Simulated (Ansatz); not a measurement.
**CH6BClGe (SMILES C[B](Cl)[GeH3]): density, localisation and related maps**

The calculation's input:

```
crystal:
  periodic: [false, false, false]
  atoms:
    - {symbol: C, position_ang: [-0.191482, 1.069267, -1.179623]}
    - {symbol: B, position_ang: [0.523429, -0.102147, -0.455824]}
    - {symbol: Cl, position_ang: [1.979452, -0.797991, -1.145970]}
    - {symbol: Ge, position_ang: [-0.135616, -0.916867, 1.333891]}
    - {symbol: H, position_ang: [-1.267572, 0.878463, -1.256971]}
    - {symbol: H, position_ang: [0.209572, 1.308496, -2.165556]}
    - {symbol: H, position_ang: [-0.110847, 1.962104, -0.544279]}
    - {symbol: H, position_ang: [-0.602625, -2.367095, 1.108073]}
    - {symbol: H, position_ang: [-1.317548, -0.131389, 1.933778]}
    - {symbol: H, position_ang: [0.996436, -0.953940, 2.375381]}
basis:
  gaussian: {orbitals: def2-TZVPP}
hamiltonian: {xc: pbe0, dispersion: d4}
output: {orbitals: {seedname: orbitals}}
```

Launched as:

```sh
ansatz run in.yaml --threads 4 --pin off --events-out ev --progress --plain --max-ram 10444MiB
```

Geometry: PBE0-D4/def2-TZVP.

Computed with Ansatz 0.2.0, RKS PBE0-D4/def2-TZVPP.

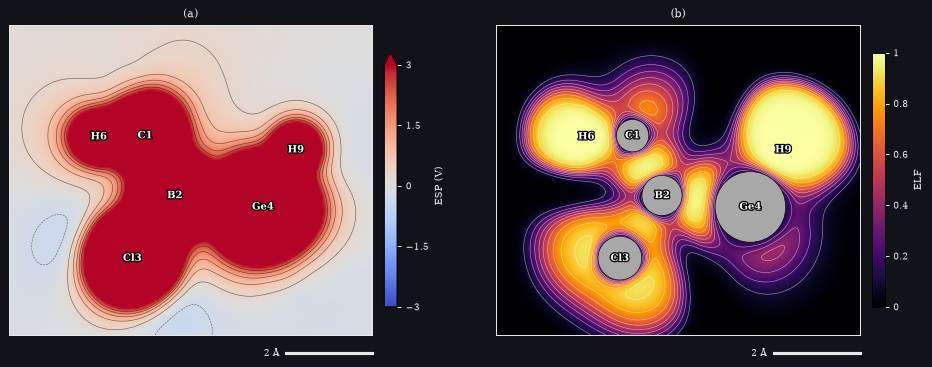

Figure 1. (a) electrostatic potential; (b) ELF on the plane of atoms C1, B2 and Cl3. Grey discs cover the atomic cores in the ELF map.

### Read the bonding off the picture.

- The section cuts through C, B, Cl, Ge and H sites.
- C–B (1.55 Å): the ELF peaks at about 0.95 between the atoms: a shared electron pair.
- B–Cl (1.76 Å): the ELF peaks at about 0.90 between the atoms: a polar covalent bond.
- Ge–B (2.07 Å): the ELF peaks at about 1 between the atoms, as expected for a shared electron pair.
- C–H (1.09 Å): the ELF climbs to about 1 towards the hydrogen, as it does in any bond to H (a covalent bond by its length).
- Ge–H (1.54 Å): the ELF climbs to about 1 towards the hydrogen.
- The ELF also peaks beside Cl3, away from the bonds: lone-pair regions.
- Outside the dense part of the molecule the potential is most negative (−0.4 V) near Cl3.

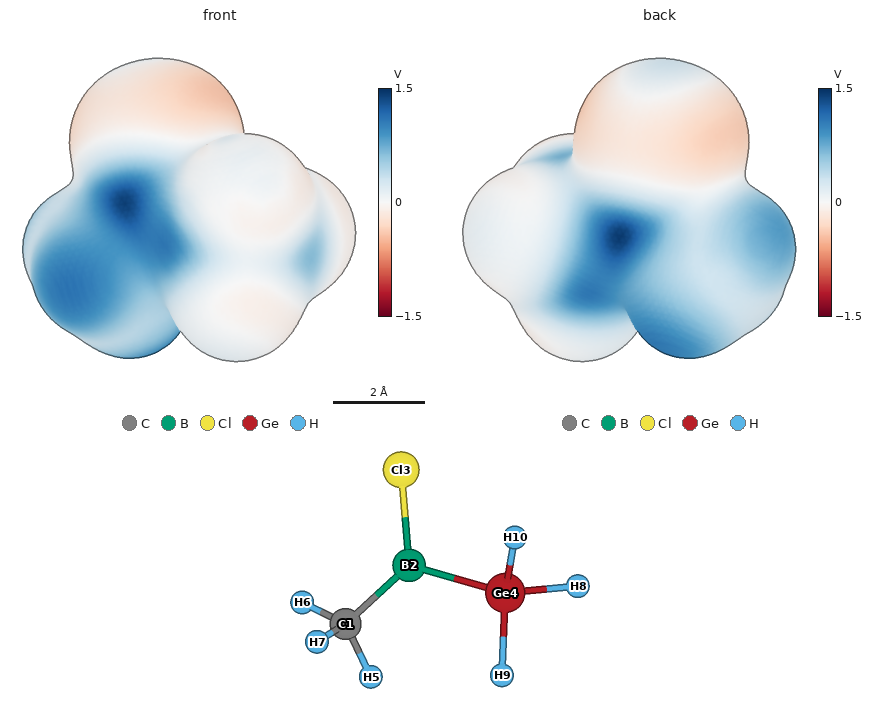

Figure 2. The molecular electrostatic potential painted on the density surface at 0.002 e/bohr³, seen from the front and from behind; the colour scale runs from red (negative) to blue (positive). The bare structure is drawn below in the same view.

### Describe the electrostatic potential map.

The most negative region (about −0.4 V) lies over Cl3, the most positive (about +1.4 V) over B2. Cl3 shows a σ-hole: about +0.3 V at the tip opposite its bond, against about −0.2 V on its flanks.

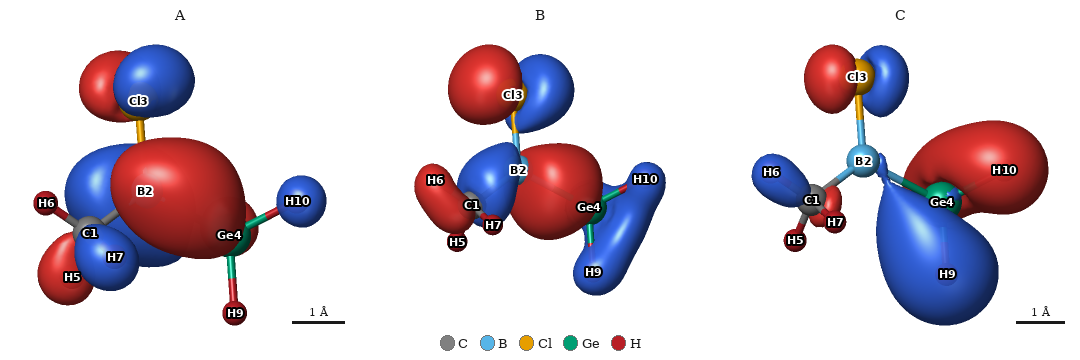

Figure 3. Three frontier orbitals at ±0.1 Å⁻³ᐟ² (blue and red are the two phases), in no order.

### Which picture is the HOMO−1, the HOMO and the LUMO?

C is the HOMO−1 (−9.33 eV). It lies mainly on Ge4 (about 40 %), H9 (about 25 %), H10 (about 15 %), Cl3 (about 5 %) and H8 (about 5 %). B is the HOMO (−7.77 eV). It lies mainly on Cl3 (about 30 %), Ge4 (about 25 %), B2 (about 20 %) and C1 (about 10 %). A is the LUMO (−1.69 eV). Its weight (Hirshfeld) is mainly on B2 (about 50 %), Cl3 (about 15 %), Ge4 (about 15 %) and C1 (about 10 %).

### What is the HOMO–LUMO gap?

6.08 eV between the orbital energies.

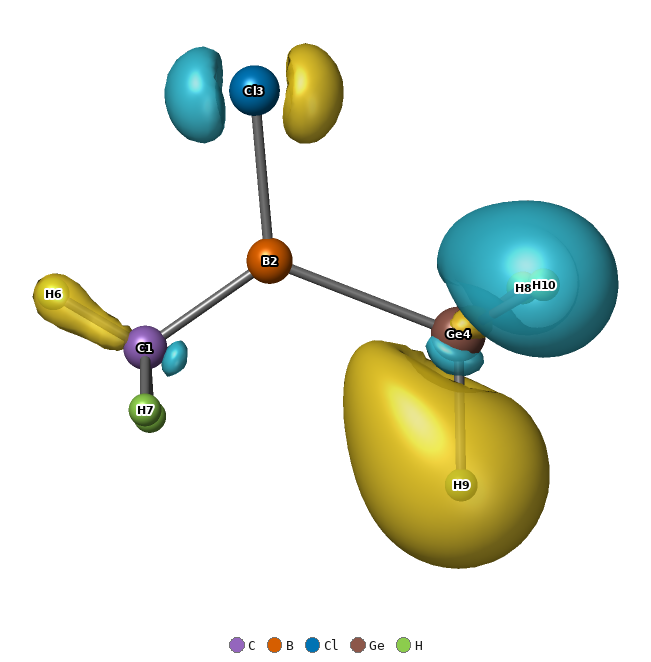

Figure 4. The HOMO−1 at ±0.15 Å⁻³ᐟ² (yellow and cyan are the two phases), seen across its widest extent.

### What is the character of this orbital?

It lies mainly on Ge4 (about 40 %), H9 (about 25 %), H10 (about 15 %), Cl3 (about 5 %) and H8 (about 5 %). Its energy is −9.33 eV.
